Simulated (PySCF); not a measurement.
# C2H11NOSi2 (SMILES CCO[SiH2]N[SiH3]): what the fields show

```yaml
atoms:
  - { symbol: C, position_ang: [-2.3275, 0.1766, -1.1621] }
  - { symbol: C, position_ang: [-1.8234, -0.3176, 0.1857] }
  - { symbol: O, position_ang: [-0.4441, -0.1195, 0.2657] }
  - { symbol: Si, position_ang: [0.5671, -0.5996, 1.4292] }
  - { symbol: N, position_ang: [2.0661, -0.0129, 0.8222] }
  - { symbol: Si, position_ang: [2.4103, 0.6907, -0.7238] }
  - { symbol: H, position_ang: [-2.1026, 1.2340, -1.2744] }
  - { symbol: H, position_ang: [-1.8331, -0.3679, -1.9623] }
  - { symbol: H, position_ang: [-3.4014, 0.0289, -1.2383] }
  - { symbol: H, position_ang: [-2.3195, 0.2275, 0.9992] }
  - { symbol: H, position_ang: [-2.0543, -1.3834, 0.3105] }
  - { symbol: H, position_ang: [0.5587, -2.0631, 1.5654] }
  - { symbol: H, position_ang: [0.2492, 0.0174, 2.7230] }
  - { symbol: H, position_ang: [2.8440, -0.1497, 1.4424] }
  - { symbol: H, position_ang: [1.6016, 1.8928, -0.9312] }
  - { symbol: H, position_ang: [3.8362, 1.0304, -0.6589] }
  - { symbol: H, position_ang: [2.1657, -0.2723, -1.8023] }
```

Geometry: GFN2-xTB.

Method: CAM-B3LYP/def2-SVPD, SCF density, gas phase in PySCF.

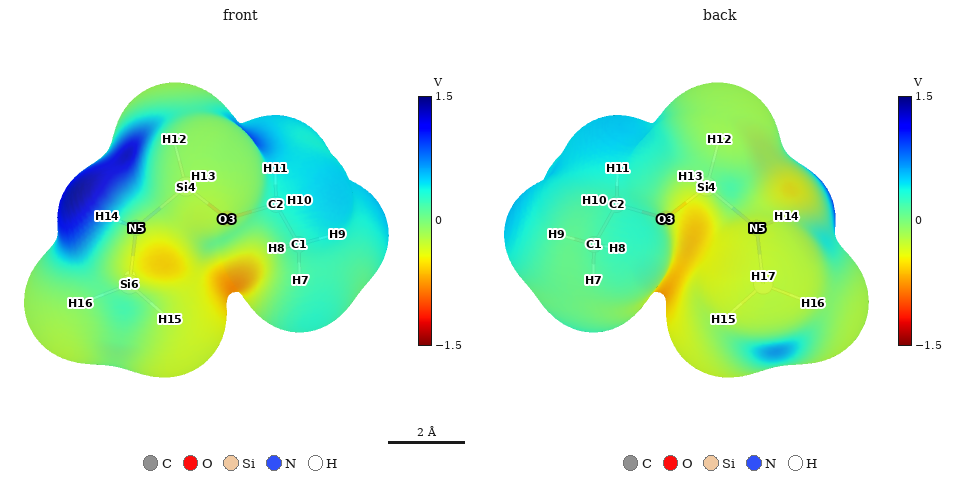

Figure 1. The molecular electrostatic potential painted on the density surface at 0.001 e/bohr³, seen from the front and from behind; red is negative and blue positive.

Q: Where is the surface potential most negative and most positive?

A: The most negative region (about −0.7 V) lies over O3, the most positive (about +1.3 V) over H14.

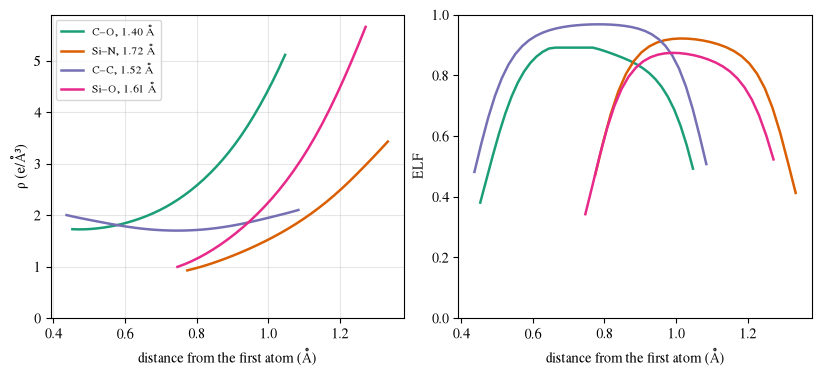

Figure 2. Total electron density and ELF along straight lines between neighbouring atoms. The curves leave out the atomic cores.

Q: What can be read from the curves?

A: C–O (1.40 Å): ρ is about 2.1 e/Å³ halfway, with its minimum of 1.7 e/Å³ about 0.5 Å from C; the ELF peaks at about 0.90 between the atoms: a polar covalent bond.
Si–N (1.72 Å): ρ is about 1.1 e/Å³ halfway; the ELF peaks at about 0.90 between the atoms: a shared but strongly polarised pair.
C–C (1.52 Å): ρ at the midpoint is about 1.7 e/Å³; the ELF peaks at about 0.95 between the atoms; a shared electron pair.
Si–O (1.61 Å): the density is about 1.2 e/Å³ at the midpoint; the ELF peaks at about 0.85 between the atoms (a short, strongly polar bond).
